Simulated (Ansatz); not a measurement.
```xyz
5

F    -0.0638    2.9282    0.4017
Si    1.0110    1.8088   -0.1204
Si    2.4562    1.8259   -1.7657
Si    0.5319    2.5889   -2.5402
H     0.8410    0.7212    0.8884
```

Geometry: r2SCAN-D4/def2-SVP.

The calculation used isolated molecule in a Gaussian basis; Kohn-Sham density functional theory, functional PBE0 (Ansatz 0.2.0).

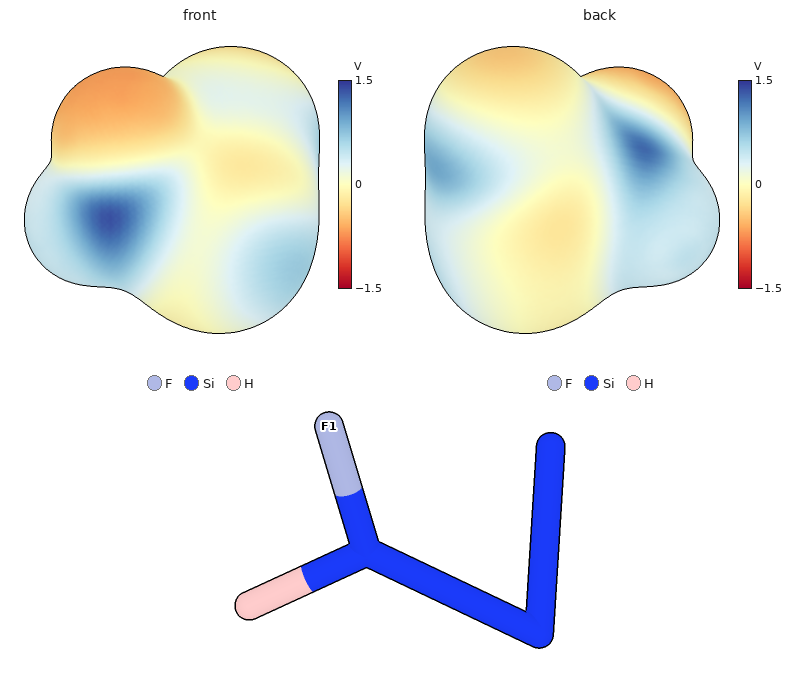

FHSi₃. The electrostatic potential painted on the density surface at 0.001 e/bohr³, seen from the front and from behind; red is negative and blue positive. The bare structure is drawn below in the same view.

**Describe the electrostatic potential map.**

The most negative region (about −0.7 V) lies over F1, the most positive (about +1.3 V) over Si2.
